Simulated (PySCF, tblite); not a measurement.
**C7H6ClS radical: geometry, infrared bands and EPR parameters**

Aim: predict the infrared bands and EPR parameters of C7H6ClS radical (`C/C(Cl)=C\c1c[c]cs1`).

Computed with tblite 0.8.0 and PySCF 2.14.0, with density-fitted response routines of our own, on a single molecule in the gas phase. Atoms count from 0, in the outputs and in this text.

## Step 1: The molecule as given

15 atoms, charge 0, multiplicity 2; geometry from: force field or distance geometry start.

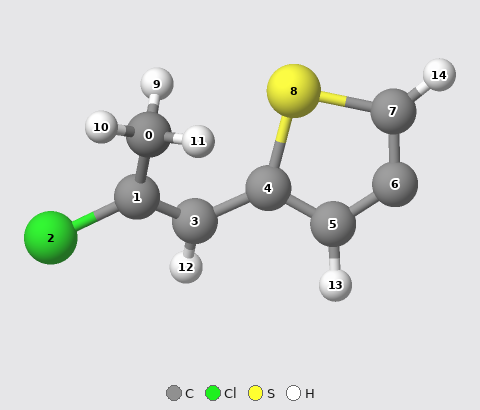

As it starts; carbon grey, chlorine green, sulfur yellow, hydrogen white, atoms numbered.

## Step 2: Optimising the geometry with GFN2-xTB

What the job is given:

```
{"job": {"kind": "relax", "xc": "GFN2-xTB", "basis": "xTB"}, "charge": 0, "multiplicity": 2}
C     -1.978100     0.484500     0.219100
C     -1.771200    -0.328300    -1.018100
Cl    -3.125400    -0.890100    -1.959100
C     -0.513200    -0.634600    -1.383900
C      0.639400    -0.192300    -0.586900
C      1.773700    -0.885800    -0.377600
C      2.731800    -0.306200     0.364600
C      2.580000     0.912800     0.885000
S      0.900100     1.398200     0.301400
H     -1.648100     1.518100    -0.007400
H     -3.039000     0.489400     0.553000
H     -1.375200     0.137100     1.070800
H     -0.374000    -1.244500    -2.271100
H      1.916100    -1.910600    -0.808500
H      3.278700     1.460200     1.491200
```

Command:

```bash
> OMP_NUM_THREADS=1 python probes_run.py task.json out
```

The driver reads the jobs from task.json and runs them one after another.

Standard output:

```text
step      E/eV     max force
  0    -698.97326    3.947
  1    -699.13652    2.288
  2    -699.21701    0.772
  3    -699.29801    0.923
  4    -699.39258    1.184
  5    -699.44933    0.754
  6    -699.48472    0.428
  7    -699.49824    0.351
  8    -699.51397    0.339
  9    -699.52597    0.348
 10    -699.53502    0.300
 11    -699.54215    0.202
 12    -699.54803    0.196
 13    -699.55288    0.190
 14    -699.55702    0.175
 15    -699.56095    0.159
 16    -699.56494    0.174
 17    -699.56848    0.198
 18    -699.57162    0.178
 19    -699.57454    0.137
 20    -699.57723    0.144
 21    -699.57962    0.121
 22    -699.58177    0.120
 23    -699.58399    0.145
 24    -699.58651    0.130
 25    -699.58902    0.128
 26    -699.59126    0.127
 27    -699.59343    0.127
 28    -699.59599    0.146
 29    -699.59956    0.210
 30    -699.60426    0.236
 31    -699.60857    0.164
 32    -699.61139    0.106
 33    -699.61372    0.117
 34    -699.61579    0.149
 35    -699.61727    0.132
 36    -699.61834    0.083
 37    -699.61924    0.086
 38    -699.62012    0.087
 39    -699.62088    0.076
 40    -699.62139    0.063
 41    -699.62181    0.073
 42    -699.62237    0.073
 43    -699.62330    0.094
 44    -699.62427    0.098
 45    -699.62563    0.095
 46    -699.62724    0.107
 47    -699.62923    0.131
 48    -699.63161    0.160
 49    -699.63432    0.140
 50    -699.63669    0.095
 51    -699.63827    0.083
 52    -699.63952    0.097
 53    -699.64073    0.111
 54    -699.64159    0.106
 55    -699.64253    0.080
 56    -699.64327    0.062
 57    -699.64387    0.074
 58    -699.64464    0.066
 59    -699.64510    0.050
 60    -699.64531    0.025
 61    -699.64541    0.027
 62    -699.64553    0.034
 63    -699.64569    0.034
 64    -699.64587    0.033
 65    -699.64606    0.041
 66    -699.64629    0.041
 67    -699.64658    0.046
 68    -699.64688    0.045
 69    -699.64709    0.033
 70    -699.64723    0.028
 71    -699.64735    0.029
 72    -699.64751    0.038
 73    -699.64773    0.049
 74    -699.64797    0.045
 75    -699.64818    0.035
 76    -699.64838    0.044
 77    -699.64859    0.045
 78    -699.64883    0.052
 79    -699.64908    0.051
 80    -699.64930    0.047
 81    -699.64954    0.044
 82    -699.64981    0.046
 83    -699.65014    0.056
 84    -699.65055    0.062
 85    -699.65103    0.079
 86    -699.65149    0.059
 87    -699.65186    0.066
 88    -699.65236    0.067
 89    -699.65288    0.048
 90    -699.65354    0.052
 91    -699.65405    0.046
 92    -699.65445    0.086
 93    -699.65502    0.078
 94    -699.65551    0.060
 95    -699.65666    0.109
 96    -699.65734    0.071
 97    -699.65783    0.041
 98    -699.65809    0.032
 99    -699.65818    0.019
100    -699.65821    0.008
```

It took 0.69 s on 1 thread of Arm Neoverse V2, shared host.

The steps of the relaxation: (not every step is listed)

| step | energy from step 0 (eV) | largest force (eV/Å) |
| --- | --- | --- |
| 0 | 0.0000 | 3.9468 |
| 1 | -0.1633 | 2.2878 |
| 2 | -0.2437 | 0.7717 |
| 3 | -0.3247 | 0.9233 |
| 4 | -0.4193 | 1.1839 |
| 5 | -0.4761 | 0.7536 |
| 6 | -0.5115 | 0.4284 |
| 7 | -0.5250 | 0.3507 |
| 8 | -0.5407 | 0.3390 |
| 16 | -0.5917 | 0.1740 |
| 24 | -0.6132 | 0.1298 |
| 32 | -0.6381 | 0.1058 |
| 40 | -0.6481 | 0.0631 |
| 48 | -0.6584 | 0.1599 |
| 56 | -0.6700 | 0.0620 |
| 64 | -0.6726 | 0.0325 |
| 72 | -0.6743 | 0.0379 |
| 80 | -0.6760 | 0.0470 |
| 88 | -0.6791 | 0.0673 |
| 95 | -0.6834 | 0.1086 |
| 96 | -0.6841 | 0.0708 |
| 97 | -0.6846 | 0.0415 |
| 98 | -0.6848 | 0.0325 |
| 99 | -0.6849 | 0.0189 |
| 100 | -0.6850 | 0.0082 |

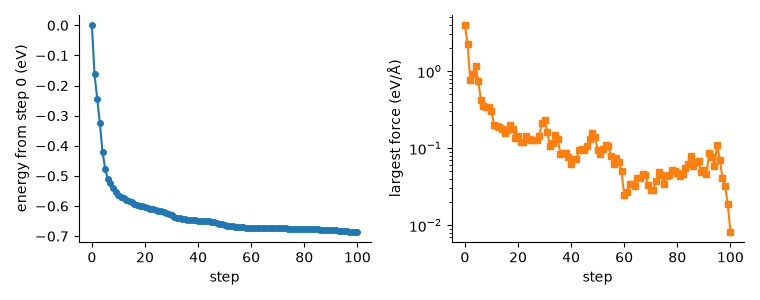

Energy and force, step by step.

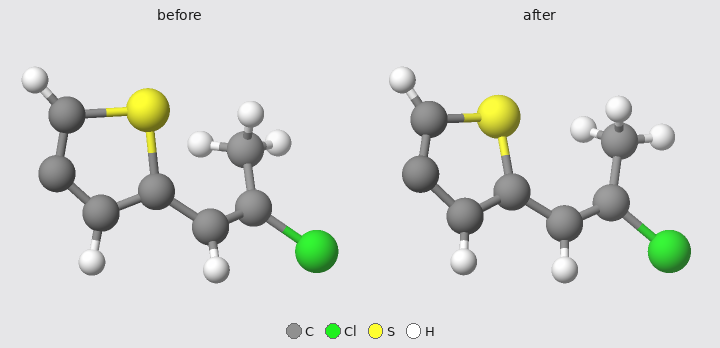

The geometry before (left) and after (right).

Distances of close pairs at the start and the end, largest changes first:

| bond | before (Å) | after (Å) | change (Å) |
| --- | --- | --- | --- |
| C4–S8 | 1.840 | 1.750 | -0.090 |
| C7–S8 | 1.843 | 1.760 | -0.084 |
| C5–C6 | 1.343 | 1.391 | +0.048 |
| C5–H13 | 1.121 | 1.073 | -0.047 |
| C3–C4 | 1.469 | 1.432 | -0.038 |
| C4–C5 | 1.346 | 1.379 | +0.033 |
| C0–H10 | 1.112 | 1.086 | -0.026 |
| C0–H9 | 1.108 | 1.090 | -0.018 |

The end geometry stands in the next job.

## Step 3: Infrared spectrum with GFN2-xTB

What the job is given:

```
{"job": {"kind": "ir", "xc": "GFN2-xTB", "basis": "xTB"}, "charge": 0, "multiplicity": 2}
C     -2.135687     0.705797     0.137958
C     -1.720623    -0.346227    -0.830452
Cl    -3.013971    -1.067379    -1.731625
C     -0.475087    -0.777714    -1.068390
C      0.735492    -0.329456    -0.448900
C      1.992004    -0.819222    -0.737756
C      2.963474    -0.184696     0.029856
C      2.570013     0.751856     0.884380
S      0.821053     0.915762     0.777981
H     -1.657091     1.654711    -0.105619
H     -3.213092     0.840722     0.118405
H     -1.831364     0.433481     1.149078
H     -0.328497    -1.553779    -1.807693
H      2.180614    -1.588101    -1.462731
H      3.108351     1.372234     1.567942
```

Standard output:

```text
mode    cm-1     km/mol
  1      48.8      0.48
  2      92.4      0.01
  3     137.5      0.16
  4     156.5      0.63
  5     244.5      1.11
  6     272.3      0.02
  7     292.5      0.36
  8     395.6      0.87
  9     404.1      0.07
 10     450.0      0.54
 11     516.1      0.71
 12     566.9      0.00
 13     674.5      6.17
 14     684.8     14.59
 15     706.7     13.73
 16     735.2     12.28
 17     748.7      8.77
 18     779.8      5.08
 19     849.5     13.49
 20     999.3      1.01
 21    1023.2      1.18
 22    1047.0      0.88
 23    1087.5     26.83
 24    1104.2     16.77
 25    1204.1     24.35
 26    1273.5     10.06
 27    1319.1      5.06
 28    1397.1     22.58
 29    1429.5      0.71
 30    1454.9     10.47
 31    1455.9     10.52
 32    1538.9      8.65
 33    1639.6     63.57
 34    2989.8      4.93
 35    3004.5      4.19
 36    3057.7     10.50
 37    3069.1     18.17
 38    3145.8     10.52
 39    3190.9      0.14
```

It took 0.54 s on 1 thread of Arm Neoverse V2, shared host.

Which atoms move in the most intense modes:

| cm⁻¹ | km/mol | atoms |
| --- | --- | --- |
| 685 | 14.6 | C7 43 %, S8 25 %, C6 15 % |
| 707 | 13.7 | H14 82 %, C7 14 % |
| 1088 | 26.8 | C1 25 %, C0 15 %, H10 13 %, H11 12 % |
| 1104 | 16.8 | H13 58 % |
| 1204 | 24.4 | C4 50 %, C3 18 %, C5 11 % |
| 1397 | 22.6 | H9 28 %, H11 27 %, H10 24 %, C0 18 % |
| 1640 | 63.6 | C3 47 %, C1 47 % |
| 3069 | 18.2 | H12 92 % |

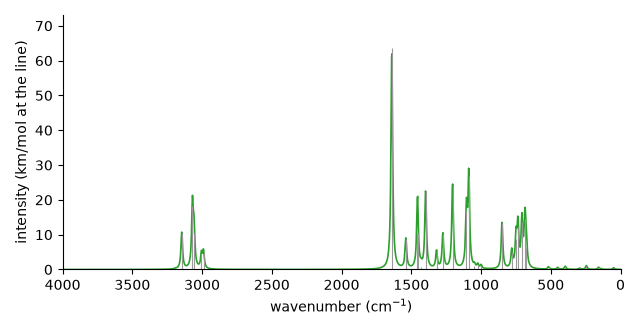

The infrared spectrum from these modes, unscaled. Lines are broadened to a width of 14 cm⁻¹ (Lorentzian).

## Step 4: EPR parameters: B3LYP/pcH-1

Same as in step 3 but for these lines:

```diff
@@ -1,2 +1,2 @@
-{"job": {"kind": "ir", "xc": "GFN2-xTB", "basis": "xTB"}, "charge": 0, "multiplicity": 2}
+{"job": {"kind": "epr", "basis": "pcH-1"}, "charge": 0, "multiplicity": 2}
 C     -2.135687     0.705797     0.137958
```

Level: UKS B3LYP, pcH-1 on C Cl H S, non-relativistic, mean-field spin-orbit, GIAO.

Standard output:

```text
UKS, coarse grid
  cycle   1  E = -1128.59841125  |g| = 3.50e-01
  cycle   2  E = -1128.54041759  |g| = 4.63e-01
  cycle   3  E = -1128.63994004  |g| = 1.49e-01
  cycle   4  E = -1128.65198860  |g| = 4.83e-02
  cycle   5  E = -1128.65321298  |g| = 1.05e-02
  cycle   6  E = -1128.65327612  |g| = 5.65e-03
  cycle   7  E = -1128.65329556  |g| = 2.68e-03
  cycle   8  E = -1128.65330303  |g| = 1.64e-03
  cycle   9  E = -1128.65330455  |g| = 8.42e-04
UKS, final grid
  cycle   1  E = -1128.65329501  |g| = 1.25e-03
  cycle   2  E = -1128.65329320  |g| = 2.40e-03
  cycle   3  E = -1128.65329629  |g| = 3.37e-04
  cycle   4  E = -1128.65329643  |g| = 2.04e-04
  cycle   5  E = -1128.65329668  |g| = 1.06e-04
  cycle   6  E = -1128.65329669  |g| = 3.07e-05
  cycle   7  E = -1128.65329670  |g| = 2.73e-05
E = -1128.65329670 Eh   <S^2> = 0.7573 (exact 0.7500)
g shifts (ppm)      1          2          3
  rmc          -174       -174       -174
  gc             20        -53         11
  oz_so       -2862        -48         68
  total       -3016       -276        -96
hyperfine (MHz)  atom isotope    a_iso     a_fc   dipolar eigenvalues
    0   13C       3.30       3.30     -0.41     -0.28      0.69
    1   13C       4.74       4.73     -0.99     -0.42      1.41
    2  35Cl       0.05       0.05     -0.56      0.26      0.30
    3   13C       1.51       1.51     -1.76     -0.26      2.02
    4   13C      67.28      67.30     -4.02     -0.62      4.64
    5   13C      44.35      44.31    -10.54     -2.73     13.27
    6   13C     419.48     419.93    -77.03    -61.10    138.13
    7   13C      49.12      49.16    -14.56     -2.00     16.56
    8   33S       4.36       4.34    -13.04    -11.85     24.88
    9    1H       2.49       2.50     -1.08     -0.53      1.61
   10    1H       2.98       2.98     -0.54     -0.39      0.93
   11    1H       2.53       2.53     -1.09     -0.53      1.62
   12    1H       0.64       0.63     -1.43     -0.93      2.36
   13    1H      22.42      22.42     -6.26     -5.14     11.40
   14    1H      37.02      37.04     -5.43     -4.53      9.97
```

Run time: 2.2 min. Hardware: 1 thread of Arm Neoverse V2, shared host; peak memory 1.2 GiB.

Principal g values 1.99930, 2.00204, 2.00222; g(iso) = 2.00119, against 2.00232 for a free electron.

Hyperfine couplings; where a row names several nuclei, a(iso) is their mean (it holds for fast rotation or exchange) and the dipolar term the largest among them:

| nuclei | isotope | a(iso) (MHz) | a(iso) (G, at g = 2.0023) | largest dipolar term (MHz) |
| --- | --- | --- | --- | --- |
| C6 | 13C | 419.5 | 149.7 | 138.1 |
| C4 | 13C | 67.3 | 24.0 | 4.6 |
| C7 | 13C | 49.1 | 17.5 | 16.6 |
| C5 | 13C | 44.3 | 15.8 | 13.3 |
| H14 | 1H | 37.0 | 13.2 | 10.0 |
| H13 | 1H | 22.4 | 8.0 | 11.4 |
| C1 | 13C | 4.7 | 1.7 | 1.4 |
| S8 | 33S | 4.4 | 1.6 | 24.9 |
| C0 | 13C | 3.3 | 1.2 | 0.7 |
| H9, H10, H11 | 1H | 2.7 | 1.0 | 1.6 |
| C3 | 13C | 1.5 | 0.5 | 2.0 |
| H12 | 1H | 0.6 | 0.2 | 2.4 |
| Cl2 | 35Cl | 0.0 | 0.0 | -0.6 |

Mulliken spin populations:

C0 0.00; C1 0.01; Cl2 0.00; C3 0.00; C4 0.05; C5 -0.05; C6 0.97; C7 -0.11; S8 0.10; H9 0.00; H10 0.00; H11 0.00; H12 0.00; H13 0.01; H14 0.01

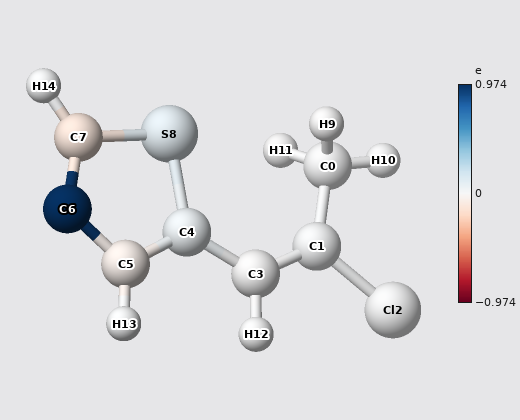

Mulliken spin populations, as colours on the atoms.

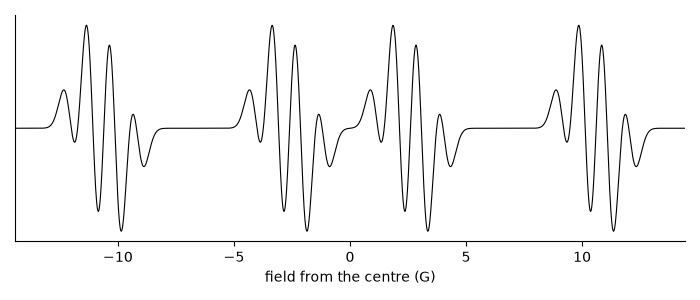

First-order isotropic spectrum (first derivative, main isotopes with spin only, couplings over 0.8 MHz, Gaussian width 0.3 G; couplings of the frozen geometry, rotation of groups not averaged beyond the rows shown).

The fields below are evaluated on a grid from the run's orbitals.

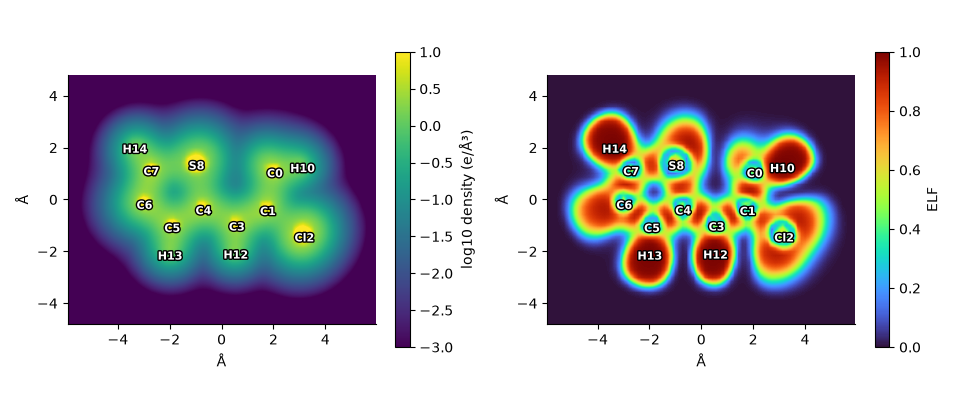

Density (left) and ELF (right) in a plane through or near 13 of the atoms.

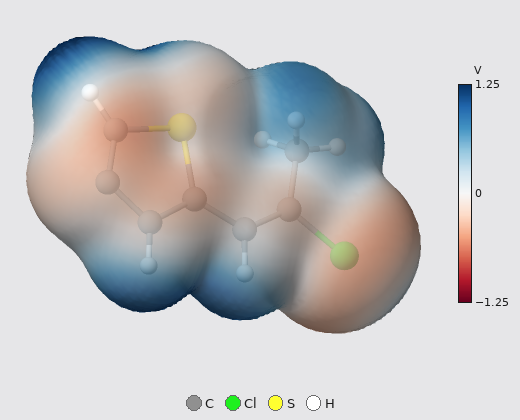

The potential that a unit positive charge feels on the 0.002 e/bohr³ surface, from -0.49 V near C7 to 1.25 V near H14.

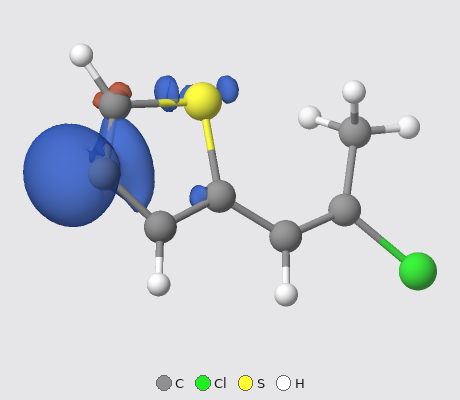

Spin density at ±0.05 e/Å³ (alpha excess blue, beta excess red).

## Step 5: Results

| quantity | value |
| --- | --- |
| strongest single infrared mode (GFN2-xTB) | 1640 cm⁻¹, 64 km/mol |
| zero-point energy (GFN2-xTB) | 64.6 kcal/mol |
| g(iso) (B3LYP) | 2.00119 |
| ⟨S²⟩ | 0.757 (exact 0.75) |
| largest a(iso) (averaged by class) | 13C on C6, 419.5 MHz |
| potential on the surface of density 0.002 e/bohr³, 1st and 99th percentile | -0.49 V and 1.25 V |

In words: The optimisation took 100 steps and gained 0.685 eV; among the close pairs (by a distance rule), C4–S8 changed most, from 1.840 to 1.750 Å. All 39 modes are real, so the xTB geometry is a minimum. The strongest single mode, at 1640 cm⁻¹, moves mainly C3 and C1. GFN2-xTB is a fitted tight-binding method: band positions and strengths are rough. Its intensities can rank the bands wrongly. Most of the unpaired spin sits on C6 (0.97 e). The isotropic g lies 1.1 ppt below the free-electron value. These values are for one conformer; the search (at its own cheap level) found 2 more, at 1.40, 1.41 kcal/mol, and measured spectra average over such forms.
